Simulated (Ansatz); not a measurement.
# AlSiH₅O: molecular dynamics (part 3 of 3)

The same run, continued: AlSiH₅O; RKS LDA/def2-TZVP (Ansatz 0.2.0). It belongs to a series of runs on one base structure; here: dynamics from the start.

Geometry of the input (Å):
```
Al -0.0070  -0.0351  -0.1711
O  -0.6018  -0.1782  1.3928
Si -1.3918  -0.4051  2.7942
H  -2.7090  -1.0775  2.5575
H  -0.5684  -1.2613  3.7048
H  -1.6343  0.9157  3.4544
H  1.4960  0.4498  -0.3292
H  -0.9868  -0.3890  -1.3704
```

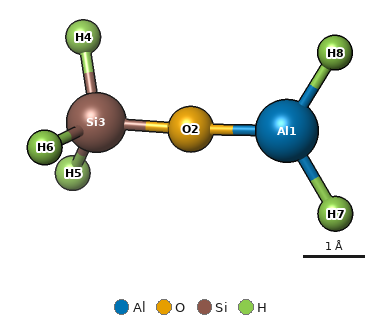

*The geometry at step 76 of the log (ball-and-stick view, seen at a tilt; atoms are numbered from 1 in the order of the input).*

Trajectory as extended XYZ, continued
```
8
Properties=species:S:1:pos:R:3:forces:R:3 step=53 time_fs=26.5 energy=-16530.01495 temperature=120.1
Al   -0.0490    0.0399   -0.1834    0.4845  -0.5878   0.1356
O    -0.6387   -0.3013    1.3614   -0.2038   0.4973   0.6933
Si   -1.3888   -0.3871    2.8405    0.3703  -0.7536  -1.2058
H    -2.6316   -1.1622    2.5408   -0.1926   0.1372   0.2721
H    -0.5781   -1.1882    3.8110    0.0975   0.0600  -0.0460
H    -1.6577    0.9322    3.4528   -0.0685   0.3101  -0.0381
H     1.5271    0.2964   -0.3581   -0.2062   0.1889   0.1613
H    -0.8982   -0.2963   -1.4760   -0.2812   0.1480   0.0276
8
Properties=species:S:1:pos:R:3:forces:R:3 step=55 time_fs=27.5 energy=-16530.01183 temperature=116.0
Al   -0.0500    0.0401   -0.1853    0.4921  -0.5973   0.2917
O    -0.6407   -0.3028    1.3640   -0.1253   0.5255   0.5079
Si   -1.3887   -0.3868    2.8409    0.3694  -0.8473  -1.2001
H    -2.6294   -1.1633    2.5430   -0.2161   0.1230   0.2712
H    -0.5783   -1.1838    3.8134    0.1089   0.0461  -0.0338
H    -1.6574    0.9271    3.4480   -0.0956   0.4267   0.0155
H     1.5278    0.2930   -0.3575   -0.2162   0.1875   0.1627
H    -0.8953   -0.2903   -1.4765   -0.3173   0.1357  -0.0151
8
Properties=species:S:1:pos:R:3:forces:R:3 step=57 time_fs=28.5 energy=-16530.00857 temperature=111.8
Al   -0.0509    0.0401   -0.1872    0.4938  -0.6062   0.4459
O    -0.6427   -0.3040    1.3669   -0.0383   0.5517   0.3045
Si   -1.3885   -0.3867    2.8409    0.3592  -0.9271  -1.1697
H    -2.6274   -1.1643    2.5456   -0.2396   0.1072   0.2688
H    -0.5785   -1.1793    3.8157    0.1199   0.0320  -0.0228
H    -1.6572    0.9225    3.4432   -0.1208   0.5328   0.0644
H     1.5282    0.2897   -0.3567   -0.2229   0.1858   0.1639
H    -0.8927   -0.2841   -1.4770   -0.3512   0.1238  -0.0552
8
Properties=species:S:1:pos:R:3:forces:R:3 step=59 time_fs=29.5 energy=-16530.00536 temperature=107.7
Al   -0.0516    0.0399   -0.1888    0.4902  -0.6139   0.5927
O    -0.6448   -0.3049    1.3699    0.0543   0.5748   0.0902
Si   -1.3882   -0.3869    2.8405    0.3399  -0.9895  -1.1151
H    -2.6257   -1.1652    2.5484   -0.2629   0.0898   0.2649
H    -0.5785   -1.1748    3.8180    0.1303   0.0176  -0.0131
H    -1.6571    0.9184    3.4385   -0.1434   0.6249   0.1073
H     1.5284    0.2866   -0.3558   -0.2263   0.1839   0.1648
H    -0.8904   -0.2779   -1.4776   -0.3822   0.1125  -0.0917
8
Properties=species:S:1:pos:R:3:forces:R:3 step=61 time_fs=30.5 energy=-16530.00254 temperature=104.1
Al   -0.0521    0.0394   -0.1903    0.4819  -0.6198   0.7271
O    -0.6468   -0.3054    1.3730    0.1494   0.5935  -0.1283
Si   -1.3878   -0.3875    2.8397    0.3121  -1.0314  -1.0378
H    -2.6241   -1.1660    2.5515   -0.2854   0.0709   0.2592
H    -0.5784   -1.1703    3.8203    0.1403   0.0031  -0.0050
H    -1.6571    0.9148    3.4339   -0.1627   0.6998   0.1426
H     1.5284    0.2837   -0.3547   -0.2262   0.1817   0.1655
H    -0.8886   -0.2715   -1.4783   -0.4093   0.1021  -0.1233
8
Properties=species:S:1:pos:R:3:forces:R:3 step=63 time_fs=31.5 energy=-16530.00050 temperature=101.5
Al   -0.0525    0.0387   -0.1915    0.4693  -0.6235   0.8444
O    -0.6487   -0.3056    1.3760    0.2438   0.6070  -0.3436
Si   -1.3872   -0.3884    2.8385    0.2767  -1.0503  -0.9401
H    -2.6229   -1.1667    2.5548   -0.3067   0.0510   0.2519
H    -0.5782   -1.1658    3.8226    0.1497  -0.0115   0.0012
H    -1.6573    0.9120    3.4294   -0.1782   0.7550   0.1693
H     1.5282    0.2810   -0.3534   -0.2227   0.1792   0.1658
H    -0.8871   -0.2650   -1.4791   -0.4319   0.0930  -0.1490
8
Properties=species:S:1:pos:R:3:forces:R:3 step=65 time_fs=32.5 energy=-16529.99967 temperature=100.4
Al   -0.0527    0.0378   -0.1924    0.4529  -0.6244   0.9409
O    -0.6505   -0.3054    1.3788    0.3343   0.6144  -0.5486
Si   -1.3866   -0.3897    2.8371    0.2348  -1.0447  -0.8253
H    -2.6220   -1.1674    2.5583   -0.3262   0.0303   0.2429
H    -0.5778   -1.1613    3.8249    0.1585  -0.0260   0.0055
H    -1.6577    0.9099    3.4251   -0.1892   0.7886   0.1866
H     1.5277    0.2784   -0.3520   -0.2157   0.1765   0.1658
H    -0.8860   -0.2584   -1.4800   -0.4494   0.0853  -0.1678
8
Properties=species:S:1:pos:R:3:forces:R:3 step=67 time_fs=33.5 energy=-16530.00044 temperature=101.4
Al   -0.0527    0.0367   -0.1929    0.4332  -0.6223   1.0133
O    -0.6521   -0.3048    1.3813    0.4173   0.6151  -0.7359
Si   -1.3859   -0.3913    2.8353    0.1881  -1.0140  -0.6978
H    -2.6214   -1.1680    2.5621   -0.3434   0.0091   0.2322
H    -0.5773   -1.1569    3.8272    0.1666  -0.0403   0.0076
H    -1.6583    0.9085    3.4210   -0.1955   0.7997   0.1942
H     1.5271    0.2760   -0.3505   -0.2052   0.1736   0.1655
H    -0.8854   -0.2518   -1.4811   -0.4611   0.0790  -0.1791
8
Properties=species:S:1:pos:R:3:forces:R:3 step=69 time_fs=34.5 energy=-16530.00313 temperature=104.9
Al   -0.0526    0.0354   -0.1931    0.4106  -0.6168   1.0590
O    -0.6534   -0.3039    1.3834    0.4896   0.6086  -0.8984
Si   -1.3851   -0.3933    2.8333    0.1386  -0.9588  -0.5624
H    -2.6211   -1.1687    2.5662   -0.3578  -0.0120   0.2198
H    -0.5766   -1.1524    3.8295    0.1740  -0.0542   0.0073
H    -1.6590    0.9079    3.4170   -0.1970   0.7884   0.1920
H     1.5262    0.2738   -0.3487   -0.1913   0.1705   0.1648
H    -0.8852   -0.2451   -1.4823   -0.4667   0.0743  -0.1822
8
Properties=species:S:1:pos:R:3:forces:R:3 step=71 time_fs=35.5 energy=-16530.00797 temperature=111.1
Al   -0.0523    0.0338   -0.1930    0.3856  -0.6075   1.0762
O    -0.6545   -0.3025    1.3849    0.5480   0.5945  -1.0294
Si   -1.3843   -0.3957    2.8312    0.0885  -0.8805  -0.4248
H    -2.6211   -1.1693    2.5704   -0.3688  -0.0327   0.2060
H    -0.5757   -1.1481    3.8318    0.1806  -0.0677   0.0046
H    -1.6599    0.9081    3.4133   -0.1938   0.7557   0.1806
H     1.5252    0.2718   -0.3469   -0.1742   0.1671   0.1637
H    -0.8855   -0.2383   -1.4838   -0.4660   0.0710  -0.1769
8
Properties=species:S:1:pos:R:3:forces:R:3 step=73 time_fs=36.5 energy=-16530.01496 temperature=120.1
Al   -0.0519    0.0321   -0.1924    0.3590  -0.5943   1.0636
O    -0.6552   -0.3009    1.3858    0.5893   0.5725  -1.1226
Si   -1.3834   -0.3983    2.8288    0.0399  -0.7813  -0.2908
H    -2.6215   -1.1700    2.5748   -0.3758  -0.0524   0.1908
H    -0.5747   -1.1437    3.8341    0.1864  -0.0805  -0.0006
H    -1.6611    0.9090    3.4097   -0.1862   0.7034   0.1608
H     1.5240    0.2699   -0.3448   -0.1539   0.1636   0.1621
H    -0.8862   -0.2314   -1.4854   -0.4588   0.0691  -0.1632
8
Properties=species:S:1:pos:R:3:forces:R:3 step=75 time_fs=37.5 energy=-16530.02397 temperature=131.7
Al   -0.0513    0.0301   -0.1914    0.3317  -0.5769   1.0206
O    -0.6555   -0.2989    1.3860    0.6113   0.5424  -1.1730
Si   -1.3825   -0.4012    2.8264   -0.0049  -0.6643  -0.1658
H    -2.6223   -1.1707    2.5794   -0.3783  -0.0708   0.1743
H    -0.5735   -1.1395    3.8364    0.1912  -0.0926  -0.0084
H    -1.6624    0.9105    3.4062   -0.1746   0.6340   0.1339
H     1.5227    0.2681   -0.3426   -0.1308   0.1599   0.1600
H    -0.8873   -0.2245   -1.4871   -0.4455   0.0683  -0.1416
8
Properties=species:S:1:pos:R:3:forces:R:3 step=76 time_fs=38.0 energy=-16530.02912 temperature=138.4
Al   -0.0510    0.0290   -0.1908    0.3180  -0.5665   0.9876
O    -0.6556   -0.2977    1.3858    0.6143   0.5243  -1.1809
Si   -1.3821   -0.4027    2.8252   -0.0254  -0.6002  -0.1082
H    -2.6228   -1.1711    2.5818   -0.3778  -0.0794   0.1657
H    -0.5728   -1.1374    3.8375    0.1932  -0.0983  -0.0132
H    -1.6631    0.9115    3.4046   -0.1674   0.5938   0.1181
H     1.5220    0.2673   -0.3414   -0.1182   0.1580   0.1588
H    -0.8881   -0.2210   -1.4881   -0.4366   0.0682  -0.1279
8
Properties=species:S:1:pos:R:3:forces:R:3 step=78 time_fs=39.0 energy=-16530.04038 temperature=152.9
Al   -0.0503    0.0267   -0.1894    0.2913  -0.5422   0.8990
O    -0.6554   -0.2952    1.3850    0.6036   0.4819  -1.1602
Si   -1.3812   -0.4059    2.8227   -0.0615  -0.4630  -0.0054
H    -2.6241   -1.1719    2.5866   -0.3729  -0.0948   0.1478
H    -0.5713   -1.1333    3.8398    0.1963  -0.1089  -0.0247
H    -1.6646    0.9140    3.4013   -0.1509   0.5045   0.0830
H     1.5204    0.2658   -0.3390   -0.0913   0.1541   0.1558
H    -0.8898   -0.2140   -1.4900   -0.4147   0.0686  -0.0954
8
Properties=species:S:1:pos:R:3:forces:R:3 step=80 time_fs=40.0 energy=-16530.05237 temperature=168.3
Al   -0.0495    0.0242   -0.1875    0.2664  -0.5132   0.7809
O    -0.6548   -0.2925    1.3834    0.5704   0.4315  -1.0903
Si   -1.3804   -0.4093    2.8202   -0.0904  -0.3172   0.0789
H    -2.6258   -1.1729    2.5916   -0.3627  -0.1079   0.1292
H    -0.5697   -1.1293    3.8421    0.1982  -0.1183  -0.0386
H    -1.6663    0.9169    3.3982   -0.1319   0.4060   0.0443
H     1.5188    0.2644   -0.3364   -0.0621   0.1500   0.1522
H    -0.8920   -0.2069   -1.4921   -0.3878   0.0692  -0.0567
8
Properties=species:S:1:pos:R:3:forces:R:3 step=82 time_fs=41.0 energy=-16530.06428 temperature=183.7
Al   -0.0485    0.0215   -0.1855    0.2443  -0.4795   0.6351
O    -0.6539   -0.2894    1.3812    0.5148   0.3735  -0.9720
Si   -1.3796   -0.4128    2.8177   -0.1119  -0.1664   0.1430
H    -2.6279   -1.1739    2.5968   -0.3470  -0.1183   0.1102
H    -0.5678   -1.1255    3.8443    0.1988  -0.1265  -0.0548
H    -1.6681    0.9203    3.3950   -0.1111   0.3016   0.0036
H     1.5171    0.2632   -0.3337   -0.0312   0.1457   0.1480
H    -0.8946   -0.1997   -1.4942   -0.3566   0.0699  -0.0131
8
Properties=species:S:1:pos:R:3:forces:R:3 step=84 time_fs=42.0 energy=-16530.07524 temperature=197.8
Al   -0.0475    0.0187   -0.1832    0.2260  -0.4410   0.4637
O    -0.6527   -0.2861    1.3784    0.4384   0.3085  -0.8085
Si   -1.3788   -0.4163    2.8153   -0.1264  -0.0145   0.1873
H    -2.6302   -1.1750    2.6020   -0.3258  -0.1258   0.0909
H    -0.5657   -1.1217    3.8465    0.1979  -0.1333  -0.0731
H    -1.6701    0.9239    3.3919   -0.0893   0.1946  -0.0377
H     1.5154    0.2622   -0.3308    0.0011   0.1413   0.1432
H    -0.8975   -0.1925   -1.4963   -0.3219   0.0703   0.0342
8
Properties=species:S:1:pos:R:3:forces:R:3 step=86 time_fs=43.0 energy=-16530.08442 temperature=209.6
Al   -0.0465    0.0157   -0.1807    0.2121  -0.3982   0.2701
O    -0.6512   -0.2827    1.3752    0.3436   0.2375  -0.6052
Si   -1.3780   -0.4199    2.8129   -0.1348   0.1352   0.2135
H    -2.6329   -1.1763    2.6073   -0.2991  -0.1301   0.0717
H    -0.5635   -1.1181    3.8486    0.1955  -0.1386  -0.0933
H    -1.6721    0.9277    3.3888   -0.0671   0.0876  -0.0784
H     1.5137    0.2612   -0.3278    0.0344   0.1366   0.1377
H    -0.9007   -0.1852   -1.4983   -0.2846   0.0700   0.0839
8
Properties=species:S:1:pos:R:3:forces:R:3 step=88 time_fs=44.0 energy=-16530.09107 temperature=218.1
Al   -0.0453    0.0125   -0.1781    0.2030  -0.3516   0.0586
O    -0.6495   -0.2791    1.3715    0.2340   0.1618  -0.3697
Si   -1.3774   -0.4234    2.8106   -0.1388   0.2794   0.2246
H    -2.6359   -1.1777    2.6127   -0.2672  -0.1313   0.0527
H    -0.5610   -1.1146    3.8507    0.1914  -0.1424  -0.1151
H    -1.6742    0.9316    3.3855   -0.0451  -0.0166  -0.1173
H     1.5121    0.2604   -0.3247    0.0682   0.1318   0.1316
H    -0.9042   -0.1778   -1.5003   -0.2455   0.0689   0.1346
8
Properties=species:S:1:pos:R:3:forces:R:3 step=90 time_fs=45.0 energy=-16530.09469 temperature=222.8
Al   -0.0441    0.0093   -0.1755    0.1984  -0.3019  -0.1655
O    -0.6477   -0.2754    1.3677    0.1138   0.0831  -0.1114
Si   -1.3767   -0.4268    2.8084   -0.1401   0.4153   0.2243
H    -2.6391   -1.1792    2.6181   -0.2304  -0.1293   0.0343
H    -0.5584   -1.1112    3.8526    0.1856  -0.1446  -0.1384
H    -1.6763    0.9355    3.3822   -0.0237  -0.1160  -0.1534
H     1.5105    0.2597   -0.3214    0.1021   0.1267   0.1249
H    -0.9080   -0.1704   -1.5022   -0.2057   0.0666   0.1851
8
Properties=species:S:1:pos:R:3:forces:R:3 step=92 time_fs=46.0 energy=-16530.09511 temperature=223.4
Al   -0.0428    0.0059   -0.1730    0.1974  -0.2502  -0.3954
O    -0.6458   -0.2717    1.3637   -0.0119   0.0033   0.1585
Si   -1.3761   -0.4300    2.8063   -0.1407   0.5406   0.2171
H    -2.6425   -1.1809    2.6236   -0.1892  -0.1243   0.0164
H    -0.5556   -1.1080    3.8543    0.1781  -0.1452  -0.1627
H    -1.6784    0.9393    3.3787   -0.0036  -0.2088  -0.1859
H     1.5090    0.2592   -0.3180    0.1357   0.1214   0.1177
H    -0.9119   -0.1629   -1.5039   -0.1658   0.0632   0.2342
8
Properties=species:S:1:pos:R:3:forces:R:3 step=94 time_fs=47.0 energy=-16530.09249 temperature=220.0
Al   -0.0414    0.0024   -0.1706    0.1987  -0.1978  -0.6233
O    -0.6439   -0.2679    1.3599   -0.1375  -0.0753   0.4275
Si   -1.3756   -0.4331    2.8042   -0.1426   0.6530   0.2074
H    -2.6462   -1.1826    2.6291   -0.1441  -0.1165  -0.0006
H    -0.5526   -1.1049    3.8560    0.1687  -0.1443  -0.1877
H    -1.6806    0.9428    3.3750    0.0150  -0.2934  -0.2142
H     1.5076    0.2587   -0.3145    0.1685   0.1158   0.1100
H    -0.9160   -0.1553   -1.5054   -0.1266   0.0585   0.2807
8
Properties=species:S:1:pos:R:3:forces:R:3 step=96 time_fs=48.0 energy=-16530.08736 temperature=213.4
Al   -0.0399   -0.0011   -0.1684    0.2003  -0.1460  -0.8406
O    -0.6421   -0.2642    1.3563   -0.2574  -0.1506   0.6828
Si   -1.3751   -0.4360    2.8022   -0.1474   0.7508   0.1995
H    -2.6499   -1.1845    2.6346   -0.0959  -0.1060  -0.0166
H    -0.5495   -1.1020    3.8574    0.1576  -0.1419  -0.2130
H    -1.6827    0.9461    3.3711    0.0316  -0.3687  -0.2378
H     1.5064    0.2584   -0.3109    0.2001   0.1100   0.1020
H    -0.9202   -0.1477   -1.5066   -0.0889   0.0525   0.3237
8
Properties=species:S:1:pos:R:3:forces:R:3 step=98 time_fs=49.0 energy=-16530.08056 temperature=204.6
Al   -0.0384   -0.0047   -0.1666    0.1997  -0.0963  -1.0381
O    -0.6405   -0.2606    1.3532   -0.3656  -0.2202   0.9111
Si   -1.3746   -0.4386    2.8003   -0.1565   0.8329   0.1970
H    -2.6538   -1.1865    2.6400   -0.0453  -0.0933  -0.0315
H    -0.5462   -1.0992    3.8586    0.1448  -0.1381  -0.2382
H    -1.6848    0.9490    3.3670    0.0460  -0.4338  -0.2563
H     1.5054    0.2582   -0.3072    0.2300   0.1037   0.0936
H    -0.9245   -0.1401   -1.5074   -0.0531   0.0451   0.3624
8
Properties=species:S:1:pos:R:3:forces:R:3 step=100 time_fs=50.0 energy=-16530.07312 temperature=195.1
Al   -0.0368   -0.0083   -0.1651    0.1946  -0.0500  -1.2066
O    -0.6390   -0.2571    1.3505   -0.4568  -0.2821   1.1001
Si   -1.3743   -0.4409    2.7984   -0.1710   0.8981   0.2030
H    -2.6577   -1.1885    2.6455    0.0068  -0.0786  -0.0453
H    -0.5428   -1.0965    3.8596    0.1304  -0.1331  -0.2630
H    -1.6869    0.9516    3.3627    0.0580  -0.4881  -0.2694
H     1.5046    0.2581   -0.3034    0.2579   0.0972   0.0851
H    -0.9288   -0.1323   -1.5080   -0.0198   0.0366   0.3961
```
